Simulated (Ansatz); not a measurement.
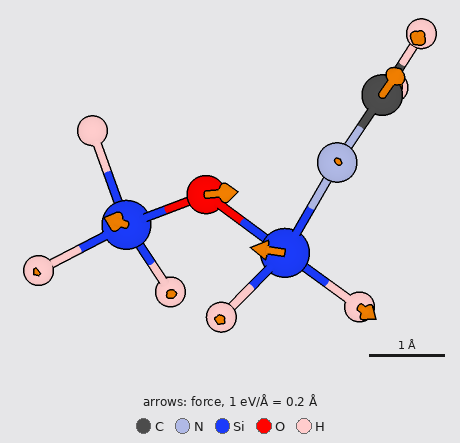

Starting geometry of CH$_{7}$NOSi$_{2}$ (coarse preliminary run) with the computed forces as orange arrows. A ball-and-stick model, seen from a free direction.

The start comes from a force field.

The calculation used RKS PBE-D4/def2-SVP in Ansatz.

Input file:
```yaml
crystal:
  periodic: [false, false, false]
  atoms:
    - {symbol: C, position_ang: [-1.938800, 1.509200, 0.288300]}
    - {symbol: N, position_ang: [-1.215200, 1.600200, -0.749700]}
    - {symbol: Si, position_ang: [-0.320700, 0.174800, -1.095200]}
    - {symbol: O, position_ang: [0.626500, -0.182200, 0.285400]}
    - {symbol: Si, position_ang: [1.764800, -1.231200, 0.717700]}
    - {symbol: H, position_ang: [-2.594700, 2.454800, 0.529000]}
    - {symbol: H, position_ang: [-2.079400, 0.685400, 0.952300]}
    - {symbol: H, position_ang: [-1.188000, -0.909100, -1.405000]}
    - {symbol: H, position_ang: [0.641100, 0.449300, -2.163800]}
    - {symbol: H, position_ang: [2.035600, -1.070800, 2.208800]}
    - {symbol: H, position_ang: [1.334000, -2.620400, 0.485100]}
    - {symbol: H, position_ang: [3.011900, -0.915200, -0.018900]}
basis:
  gaussian: {orbitals: def2-SVP}
hamiltonian: {xc: pbe, dispersion: d4}
relax: {f_tol: 0.03, max_steps: 200}
```

Command:
```bash
ansatz run in.yaml --threads 4 --pin off --events-out ev --progress --plain --max-ram 10444MiB
```

Question: What follows when this structure is relaxed?

Answer: It isn't relaxed: the largest force vector, on C1, is 4.04 eV/Å. The final displacements have little in common with the starting forces (cosine between the two patterns 0.02). Over 10 geometry steps the energy falls by 57.0 kJ/mol. The largest force component goes from 3.7 to 0.016 eV/Å. The atom that moves furthest after the best rigid fit is H7 (0.98 Å). By element the largest moves are H 0.98 Å, N 0.53 Å, O 0.39 Å, C 0.17 Å, Si 0.15 Å. Some distances before and after: Si3–H8 1.422 → 1.500 Å, O4–Si5 1.607 → 1.671 Å, C1–H6 1.176 → 1.116 Å, C1–H7 1.067 → 1.120 Å. Bond angles that change, for instance: C1–N2–Si3 113.7° → 126.7°, Si3–O4–Si5 138.2° → 148.0°, N2–C1–H7 129.8° → 124.5°. Groups turn about N2–Si3 by about 55°, O4–Si5 by about 25°.
